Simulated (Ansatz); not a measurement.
Input

```
crystal:
  periodic: [false, false, false]
  atoms:
    - {symbol: B, position_ang: [0.348804, 0.863285, -0.272174]}
    - {symbol: C, position_ang: [-0.105377, -0.632018, -0.170074]}
    - {symbol: N, position_ang: [-0.325280, -1.068539, 1.203113]}
    - {symbol: O, position_ang: [0.880566, 1.297992, -1.439819]}
    - {symbol: H, position_ang: [-0.989088, -0.736728, -0.829325]}
    - {symbol: H, position_ang: [0.205129, 1.637640, 0.642163]}
    - {symbol: H, position_ang: [0.665595, -1.260176, -0.632592]}
    - {symbol: H, position_ang: [-0.782605, -1.970033, 1.236981]}
    - {symbol: H, position_ang: [-0.918038, -0.413694, 1.696476]}
    - {symbol: H, position_ang: [1.103393, 2.231071, -1.431549]}
basis:
  gaussian: {orbitals: def2-TZVPP}
hamiltonian: {xc: pbe0, dispersion: d4}
output: {orbitals: {seedname: orbitals}}
```

Launched as:

```sh
ansatz run in.yaml --threads 2 --pin off --events-out ev --progress --plain --max-ram 4352MiB
```

Geometry: PBE0-D4/def2-TZVP.

Method: RKS PBE0-D4/def2-TZVPP (Ansatz 0.2.0).

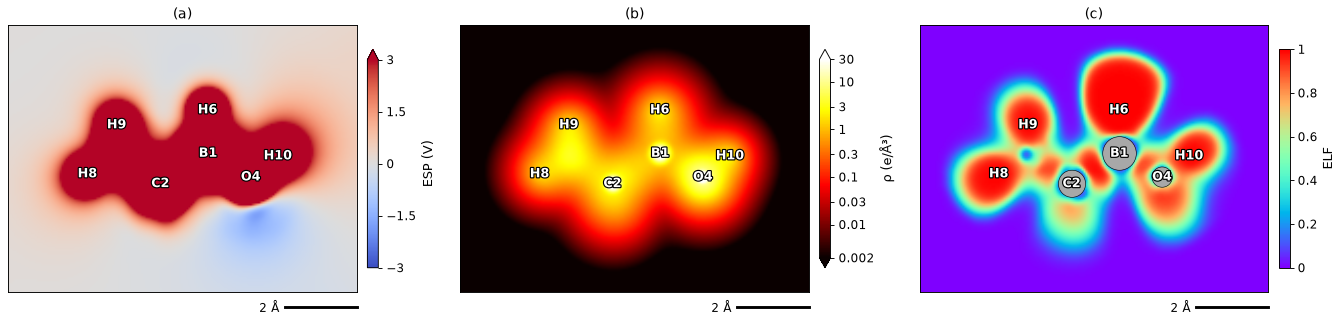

CH₆BNO. (a) electrostatic potential; (b) electron density; (c) ELF on the plane of atoms C2, B1 and O4. Grey discs cover the atomic cores in the ELF map.

**What does the map show?**

- The plane passes through B, C, O and H nuclei.
- B–O (1.35 Å): ρ is about 2.2 e/Å³ halfway; the ELF peaks at about 0.90 between the atoms (a short, strongly polar bond).
- C–B (1.57 Å): the density is about 1.5 e/Å³ at the midpoint; the ELF peaks at about 1 between the atoms; a covalent bond.
- O–H (0.96 Å): the density is about 3.8 e/Å³ at the midpoint; the ELF climbs to about 1 towards the hydrogen, as it does in any bond to H: an ordinary covalent bond to hydrogen.
- B–H (1.21 Å): ρ is about 1.2 e/Å³ halfway; the ELF climbs to about 1 towards the hydrogen: a covalent bond by its length.
- The ELF also peaks beside O4, away from the bonds: lone-pair regions.
- Outside the dense part of the molecule the potential is most negative (−1.7 V) near O4.
